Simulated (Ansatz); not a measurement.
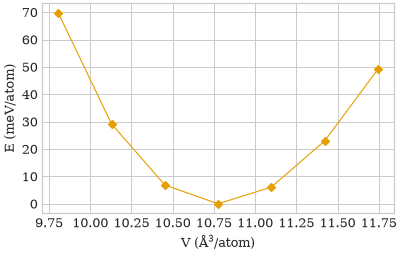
Fig. 1. SiNi3 (Cu3Au type, Pm-3m) under volume change, PBE (plane waves, PAW; program Ansatz), scaled uniformly.

### Question
What does a third-order Birch–Murnaghan fit give for V₀, B₀ and B′?

### Answer
V₀ = 10.78 Å³/atom, B₀ = 213 GPa, B′ = 4.7.

The cell was relaxed with PBE under the symmetry of its start. The workflow began spin-polarised and lost its moments.

Potentials: the later of the program's two PAW sets.
